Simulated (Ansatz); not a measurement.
# CdSe (F-43m): band gap under exact exchange

How does exact exchange change the gap of CdSe (F-43m)? A script is to give the band gap under exact exchange; the system is CdSe (F-43m).

Computed with Ansatz 0.2.0 through its Python package. The levels of theory stand in the script.

## 1. The system

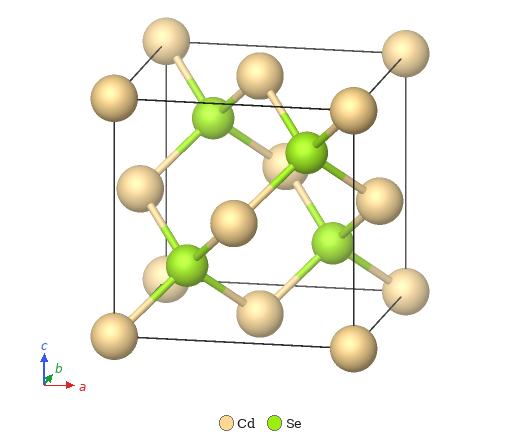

The structure that the script starts from, seen slightly off an axis (cadmium orange, selenium green). The cell is the conventional one. Atoms on cell faces are repeated.

The script holds or builds the structure itself.

## 2. Script

Input file cdse_hybrid.py:

```python
"""Band gap of CdSe from semilocal and hybrid functionals."""

import warnings

import ansatz as az
import numpy as np


def count_gap(report):
    # lowest empty less highest filled band, counting bands; zero where they overlap
    return max(report.get("gap_by_band_count_ev") or 0.0, 0.0)

warnings.simplefilter("ignore", az.DeckWarning)

xtal = (
    az.Lattice.of([0.0, 3.070271, 3.070271], [3.070271, 0.0, 3.070271], [3.070271, 3.070271, 0.0])
    .atom("Cd", [0.0, 0.0, 0.0])
    .atom("Se", [0.75, 0.75, 0.75])
)

job = xtal.calculation().occupations("Fixed").basis(420).kpoints(4).band_table()
rows = []
for value in ["pbe", "r2scan", "pbe0"]:
    r = job.functional(value).run(threads=1).report
    width = r["fermi_energy_ev"] - min(e for e in r["eigenvalues_ev"][0] if e > r["fermi_energy_ev"] - 10)
    rows.append((value, count_gap(r), width, r.get("hybrid", {}).get("n_outer", 0), r["n_iterations"]))
print("    functional  gap by band count eV  E_F less lowest level within 10 eV (first k)  exchange loops      iterations")
for row in rows:
    print(f"{str(row[0]):>14s}  {row[1]:20.3f}  {row[2]:44.3f}  {row[3]:14d}  {row[4]:14d}")
```

## 3. The input behind the calls

The package turns the script's settings into the engine's input (first run):

```yaml
crystal:
  lattice:
    - [0.0, 3.070271, 3.070271]
    - [3.070271, 0.0, 3.070271]
    - [3.070271, 3.070271, 0.0]
  atoms:
    - { symbol: Cd, position: [0.0, 0.0, 0.0] }
    - { symbol: Se, position: [0.75, 0.75, 0.75] }
basis:
  ecutwfc: 420.0
kpoints:
  mp_grid:
    grid: [4, 4, 4]
hamiltonian:
  xc: pbe
scf:
  occupations:
    method: fixed
output:
  eigenvalues: true
```

## 4. Running it

The run is started by

```sh
$ python cdse_hybrid.py
```

What it wrote:

```text
    functional  gap by band count eV  E_F less lowest level within 10 eV (first k)  exchange loops      iterations
           pbe                 0.535                                         7.864               0               6
        r2scan                 1.019                                         8.133               0               6
          pbe0                 2.137                                         9.173               2              12
```

Wall time 19 s (1 thread of Intel Xeon Platinum 8259CL at 2.50GHz (Skylake/Cascade Lake), shared host); peak memory 1 GiB.

## 5. Inputs of later runs

The engine's inputs for the other runs:

Run 2, against run 1:

```diff
@@ -15 +15 @@
-  xc: pbe
+  xc: r2scan
```

Run 3, against run 1:

```diff
@@ -15 +15 @@
-  xc: pbe
+  xc: pbe0
```

## 6. Run by run

From the records of these 3 runs:

```
run  functional  energy (eV/atom)  gap on the mesh (eV)  SCF cycles  CPU time (s)
  1         pbe        -6862.3717                  0.54           6          0.84
  2      r2scan        -6873.8954                  1.02           6           1.7
  3        pbe0        -6864.6911                  2.14          12            13
```

Totals under unlike functionals or potentials can't be compared directly.

## 7. Results

| quantity | value |
| --- | --- |
| runs compared | 3 |

Run 2 has a cutoff far under the recommended one, so what rests on it isn't a property of the system. PBE gives 0.54 eV, r2SCAN gives 1.02 eV and PBE0 gives 2.14 eV. The widest is 1.60 eV above the narrowest. Notes:
- In some runs the cutoff lies under the one recommended for their potentials.
- The computed bands are complete only to about 5.9 eV above the Fermi level.
- The k-point mesh is coarse, and energy and stress weren't tested for convergence.
- This cell is a computed structure, which may not be the phase found in nature.
- Gaps are read on a coarse mesh, so the true band edges can lie between its points. Spin-orbit coupling is left out, which matters for heavy elements.
- The script silences the program's warnings, which a real study should read.
